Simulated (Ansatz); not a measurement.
## Electronic structure of C$_{2}$H$_{2}$ (triplet) in real space

```xyz
4

C     0.1722   -0.1900   -0.6161
C    -0.1721    0.1900    0.6161
H    -0.4119   -0.5687   -1.4588
H     0.4118    0.5687    1.4589
```

Geometry: PBE-D4/def2-TZVP.

Theory: Ansatz, UKS PBE0-D4/def2-TZVP.

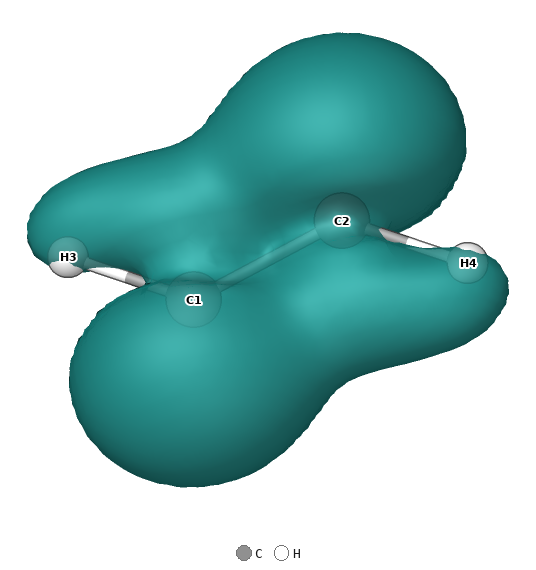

Figure 1. Isosurfaces of the spin density (α minus β) at +0.04 (teal) and −0.04 e/Å³ (pink), seen at a tilt.

Question: Where is the unpaired spin?

Answer: The unpaired spin (2 electrons) lies mostly on C1 (about 0.9), C2 (about 0.9), H3 (about 0.1) and H4 (about 0.1), in electrons by Hirshfeld's partition. Only one sign reaches the isovalue.

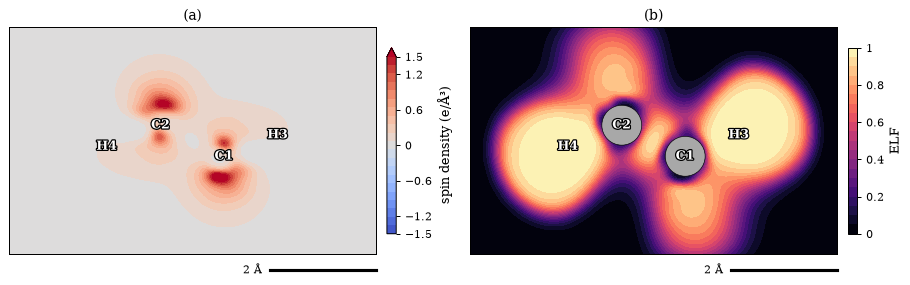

Figure 2. (a) spin density (α minus β); (b) ELF on the molecular plane. Grey discs cover the atomic cores in the ELF map.

Question: Read the bonding off the picture.

Answer: The plane passes through C and H nuclei.
C–C (1.33 Å): the ELF peaks at about 0.95 between the atoms: a multiple bond.
C–H (1.09 Å): the ELF climbs to about 1 towards the hydrogen, as it does in any bond to H (a covalent bond by its length).
The ELF also peaks beside C1 and C2, away from the bonds: non-bonding electrons, paired or unpaired.

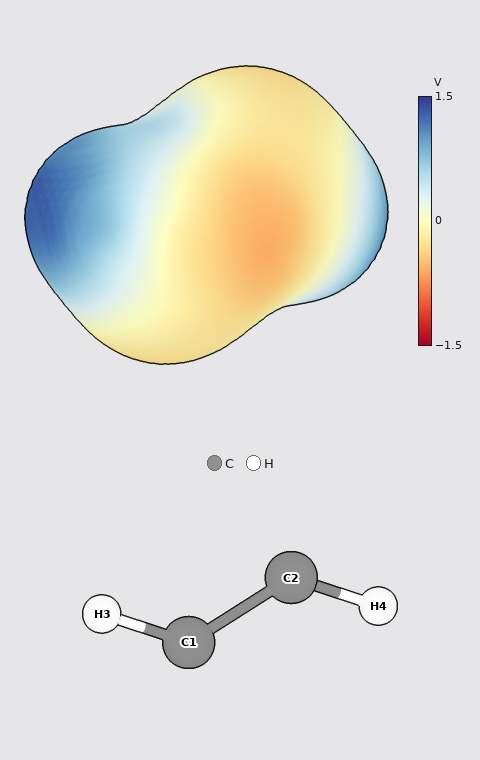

Figure 3. The electrostatic potential painted on the density surface at 0.002 e/bohr³, seen at a tilt; red is negative and blue positive. The bare structure is drawn below in the same view.

Question: Describe the electrostatic potential map.

Answer: The most negative region (about −0.6 V) lies over C1 and C2, the most positive (about +1.3 V) over H3 and H4.

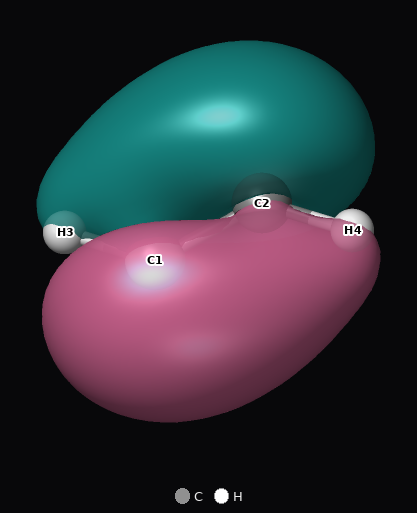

Figure 4. The LUMO (β) at ±0.08 Å⁻³ᐟ² (teal and pink are the two phases), seen at a tilt.

Question: Describe this orbital and give its energy.

Answer: Its weight (Hirshfeld) is mainly on C1 (about 45 %) and C2 (about 45 %); it is symmetric in the molecular plane (an in-plane orbital: σ, lone-pair or in-plane π type); it is ungerade (odd under inversion). Its energy is −4.58 eV.
